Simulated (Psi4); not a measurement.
**PBE/def2-TZVP (density fitting, sweep point 8) run of C2H4GaN (SMILES N=C=[CH][GaH2])**

Aim: the vertical ionisation energy of C2H4GaN at PBE/def2-TZVP (density fitting, sweep point 8), from 2 runs. 

The calculation is run with Psi4 1.11.

8 further runs of the same task are left out: 8 that didn't finish.

**1. The molecule**

C2H4GaN: 8 atoms, total charge 0, spin state singlet. As SMILES, `N=C=[CH][GaH2]`. The coordinates come from a PBE0-D4/def2-TZVP relaxation.

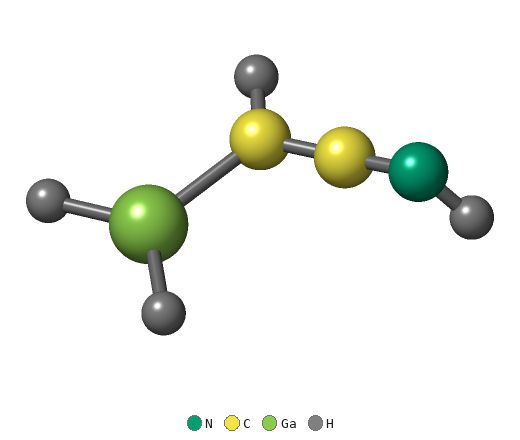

Viewed from a chosen angle; nitrogen teal, carbon yellow, gallium green, hydrogen grey.

**2. The energy at PBE/def2-TZVP (density fitting, sweep point 8)**

calc.inp reads:

```
memory 1600 MB

molecule {
  0 1
  N      0.336900     2.061700    -0.854600
  C      0.365600     1.114900    -0.096000
  C      0.472300     0.025700     0.622800
  Ga    -0.381300    -1.593600     0.007200
  H     -0.411400     2.740600    -0.770200
  H      1.040500     0.073900     1.545200
  H     -0.231900    -2.886400     0.876300
  H     -1.190600    -1.536800    -1.330700
  units angstrom
  symmetry c1
}

set {
  basis def2-TZVP
  puream true
  scf_type df
  dft_radial_points 99
  dft_spherical_points 590
}

result = energy("pbe")
print_variables()
```

Run with:

```
psi4 -n 1 calc.inp calc.out
```

calc.out:

```text
[...]
  Running in c1 symmetry.
[...]
  Nuclear repulsion =  206.759086002099480
[...]
  Multiplicity = 1
[...]
  Nalpha       = 27
  Nbeta        = 27
[...]
    Number of basis functions: 165
[...]
   @DF-RKS iter   1: -2055.24011737837509   -7.93477e-01   2.12950e-02 ADIIS/DIIS
[...]
   @DF-RKS iter  13: -2057.76074610054866   -3.13498e-08   3.17561e-07 DIIS
[...]
    Orbital Energies [Eh]
    ---------------------
    Doubly Occupied:
       1A   -370.929014     2A    -45.328162     3A    -40.172987
       4A    -40.168569     5A    -40.168527     6A    -14.002087
       7A     -9.953982     8A     -9.884719     9A     -5.261941
      10A     -3.595190    11A     -3.583565    12A     -3.583024
      13A     -0.862178    14A     -0.732015    15A     -0.724237
      16A     -0.723593    17A     -0.723425    18A     -0.719914
      19A     -0.675599    20A     -0.522894    21A     -0.433789
      22A     -0.416664    23A     -0.348940    24A     -0.335297
      25A     -0.266816    26A     -0.264100    27A     -0.221464
[...]
  @DF-RKS Final Energy: -2057.76074610054866
   => Energetics <=
    Nuclear Repulsion Energy =            206.7590860020994796
    One-Electron Energy =               -3273.9500883961291038
    Two-Electron Energy =                1103.1959755534292071
    DFT Exchange-Correlation Energy =     -93.7657192599481988
    Empirical Dispersion Energy =           0.0000000000000000
    VV10 Nonlocal Energy =                  0.0000000000000000
    Total Energy =                      -2057.7607461005486584
[...]
 Multipole Moments:
 ------------------------------------------------------------------------------------
     Multipole            Electronic (a.u.)      Nuclear  (a.u.)        Total (a.u.)
 ------------------------------------------------------------------------------------
 L = 1.  Multiply by 2.5417464519 to convert [e a0] to [Debye]
 Dipole X            :         -1.7493692            1.4401175           -0.3092516
 Dipole Y            :         -6.8327489            7.1772559            0.3445070
 Dipole Z            :          0.2135498            0.1342795            0.3478293
 Magnitude           :                                                    0.5790569
[...]
```

Wall time 45 s (1 thread of Intel Xeon Platinum 8259CL at 2.50GHz (Skylake/Cascade Lake), shared host); peak memory 1.2 GiB.

**3. The doublet cation at the same level**

job.in reads:

```
memory 1.6 GB

molecule {
  1 2
  N      0.336900     2.061700    -0.854600
  C      0.365600     1.114900    -0.096000
  C      0.472300     0.025700     0.622800
  Ga    -0.381300    -1.593600     0.007200
  H     -0.411400     2.740600    -0.770200
  H      1.040500     0.073900     1.545200
  H     -0.231900    -2.886400     0.876300
  H     -1.190600    -1.536800    -1.330700
  units angstrom
  symmetry c1
}

set {
  basis def2-TZVP
  reference uks
  puream true
  scf_type df
  dft_radial_points 99
  dft_spherical_points 590
  maxiter 100
}

E = energy('pbe')
print_variables()
```

Run with:

```
psi4 -i job.in -o job.out -n 1
```

job.out:

```text
[...]
  Running in c1 symmetry.
[...]
  Nuclear repulsion =  206.759086002099480
[...]
  Multiplicity = 2
[...]
  Nalpha       = 27
  Nbeta        = 26
[...]
    Number of basis functions: 165
[...]
   @DF-UKS iter   1: -2055.14516290011625   -6.98523e-01   2.09193e-02 DIIS/ADIIS
[...]
   @DF-UKS iter  25: -2057.42434655854549   -4.62536e-07   6.86025e-07 DIIS
[...]
   @S^2 Observed:                7.562077662E-01
[...]
    Orbital Energies [Eh]
    ---------------------
    Alpha Occupied:
       1A   -371.138385     2A    -45.537268     3A    -40.382310
       4A    -40.378021     5A    -40.377195     6A    -14.270859
       7A    -10.211178     8A    -10.162457     9A     -5.471047
      10A     -3.804707    11A     -3.793737    12A     -3.790572
      13A     -1.113746    14A     -0.962908    15A     -0.935848
      16A     -0.934828    17A     -0.931463    18A     -0.928801
      19A     -0.921742    20A     -0.767398    21A     -0.683780
      22A     -0.644871    23A     -0.610977    24A     -0.562138
      25A     -0.495443    26A     -0.492896    27A     -0.455631
    Alpha Virtual:
[...]
  @DF-UKS Final Energy: -2057.42434655854549
   => Energetics <=
    Nuclear Repulsion Energy =            206.7590860020994796
    One-Electron Energy =               -3261.7642854168907434
    Two-Electron Energy =                1091.0575990789184289
    DFT Exchange-Correlation Energy =     -93.4767462226729435
    Empirical Dispersion Energy =           0.0000000000000000
    VV10 Nonlocal Energy =                  0.0000000000000000
    Total Energy =                      -2057.4243465585454942
[...]
 Multipole Moments:
 ------------------------------------------------------------------------------------
     Multipole            Electronic (a.u.)      Nuclear  (a.u.)        Total (a.u.)
 ------------------------------------------------------------------------------------
 L = 1.  Multiply by 2.5417464519 to convert [e a0] to [Debye]
 Dipole X            :         -1.2690465            1.4401175            0.1710710
 Dipole Y            :         -5.3761257            7.1772559            1.8011302
 Dipole Z            :          0.2130882            0.1342795            0.3473676
 Magnitude           :                                                    1.8422811
[...]
```

Wall time 2.2 min (1 thread of Intel Xeon Platinum 8259CL at 2.50GHz (Skylake/Cascade Lake), shared host); peak memory 1.2 GiB.

**4. What came out**

Level: PBE/def2-TZVP (density fitting, sweep point 8).

| quantity | value |
| --- | --- |
| singlet C2H4GaN: total energy | -2057.76075 Eh |
| singlet C2H4GaN: dipole moment | 1.47 D |
| singlet C2H4GaN: HOMO energy | -6.03 eV |
| singlet C2H4GaN: LUMO energy | -2.27 eV |
| singlet C2H4GaN: HOMO–LUMO gap | 3.76 eV |
| doublet cation: total energy | -2057.42435 Eh |
| doublet cation: HOMO energy (highest over α and β) | -12.27 eV |
| doublet cation: LUMO energy (lowest over α and β) | -12.20 eV |
| doublet cation: ⟨S²⟩ | 0.756 |
| vertical ionisation energy (to the doublet cation) | 9.154 eV |

The vertical ionisation energy comes to 9.15 eV (211 kcal/mol). The negative HOMO energy of the first species, 6.03 eV, lies 3.13 eV below that difference.
